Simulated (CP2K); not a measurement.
Consider borylacetylene at its PBE geometry (Å).

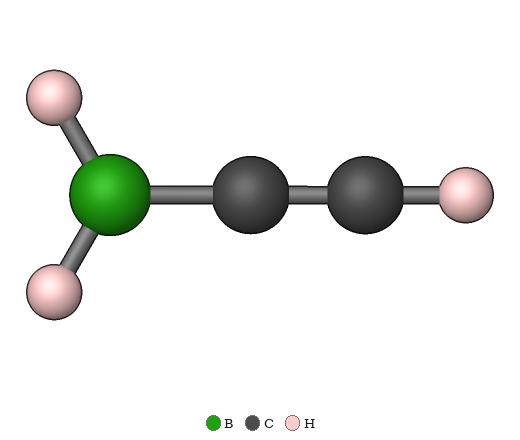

The molecule (boron green, carbon dark grey, hydrogen pink).

```xyz
6

B    -1.1308    0.0656   -0.0825
C     0.3609   -0.0253    0.0217
C     1.5780   -0.0935    0.1130
H    -1.8221   -0.5990    0.6329
H    -1.6307    0.8040   -0.8800
H     2.6447   -0.1517    0.1948
```

Method: CP2K XAS_TDP, all-electron GAPW, PBEh(45%), aug-cc-pVTZ, TDA, GW2X-corrected core level, no relativity.

Q: Predict the bright core excitations at the C K edge.

Leading lines: C2 285.61 eV and C3 284.00 eV. The leading line of an atom is its first one with 35 % of the strongest within 2.5 eV of its lowest line over the strength cut. Core ionisation energies at this level: C2 290.32 and C3 290.76 eV.

The first six lines of each atom with a strength over 0.0015:

```
                  atom  energy (eV)  states  strength, one atom  above the computed threshold
C2 (bonded to B and C)       284.25       1              0.0105                              
                             285.61       1              0.0544                              
                             287.63       1              0.0461                              
                             290.06       1              0.0032                              
                             290.95       1              0.0017                           yes
                             291.29       1              0.0031                           yes
C3 (bonded to C and H)       284.00       1              0.0508                              
                             286.33       1              0.0458                              
                             288.63       1              0.0086                              
                             289.34       1              0.0040                              
                             289.89       1              0.0049                              
                             290.46       1              0.0133
```

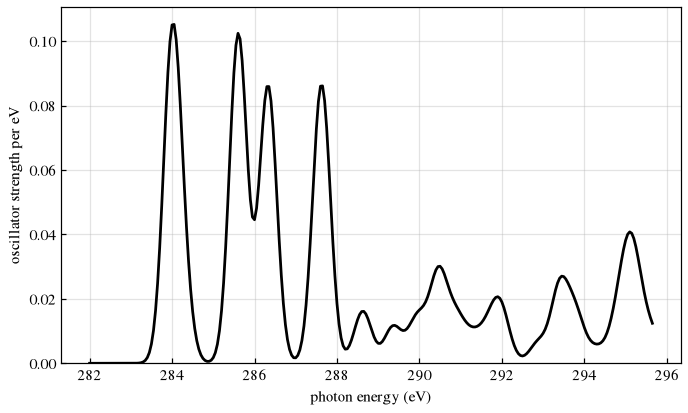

All atoms added, broadened by 0.5 eV.

Lines are vertical, at one geometry, with no vibrational structure. GW2X ionisation energies and lines can be off by 1 to 2 eV either way, and a good line position may hide errors that cancel. These values hold no scalar relativity, about 0.1 eV for C 1s. Rydberg lines, and the discretised continuum above threshold, depend on the basis and the box.

[Banner, clock and machine lines of the logs are left out without a mark of their own.]

[Logs are printed without paths, hosts, clocks, repeated set-up lines and the standing remarks that a program may print on its own settings, such as how far it seeks lower states.]

[Hosts, paths, dates, database ids (printed as entryN), source tags and the programs' standing remarks are cut or masked in the printed files.]
